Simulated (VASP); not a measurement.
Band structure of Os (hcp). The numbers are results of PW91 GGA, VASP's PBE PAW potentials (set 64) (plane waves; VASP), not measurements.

Unless said otherwise, spin-orbit coupling is left out, though it shifts the bands of the heavy elements here.

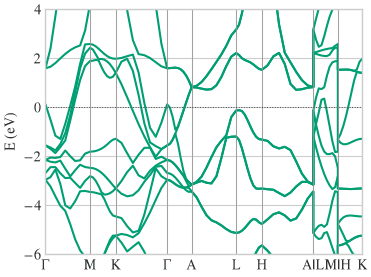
Bands along high-symmetry lines, zero at the valence-band maximum or, without a gap, the Fermi level

Question: Read the plot: is there a gap, and where are the band edges?

Answer: It has no gap at this level: it comes out as a metal or semimetal. (Edges off the drawn lines would not show.)

The compound is Os in the hcp structure. It was relaxed first.
